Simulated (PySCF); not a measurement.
Ethyl methyl carbonate, SMILES CCOC(=O)OC (C4H8O3) at its GFN2-xTB optimised geometry (Å):

```
15

C     -2.6637     0.9942     0.0001
C     -1.1927     1.3636     0.0001
O     -0.4301     0.1520     0.0001
C      0.8901     0.3022     0.0000
O      1.4763     1.3479     0.0001
O      1.4618    -0.9041     0.0000
C      2.8835    -0.9041     0.0000
H     -2.9007     0.4063     0.8822
H     -3.2658     1.8980     0.0001
H     -2.9007     0.4063    -0.8820
H     -0.9273     1.9497    -0.8867
H     -0.9273     1.9496     0.8869
H      3.1795    -1.9497     0.0000
H      3.2658    -0.3965    -0.8877
H      3.2658    -0.3965     0.8878
```

Method: PBE0/def2-TZVP (PySCF 2.14.0).

Map of the HOMO−1 amplitude (bohr^(-3/2)) on the plane z = 0.6 Å; orbital energy -8.68 eV, overall sign arbitrary:

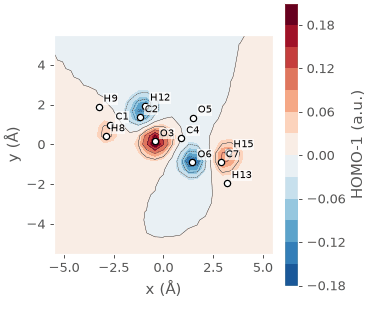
Fig. 1. HOMO−1 amplitude (bohr^(-3/2)) on the plane z = 0.6 Å.
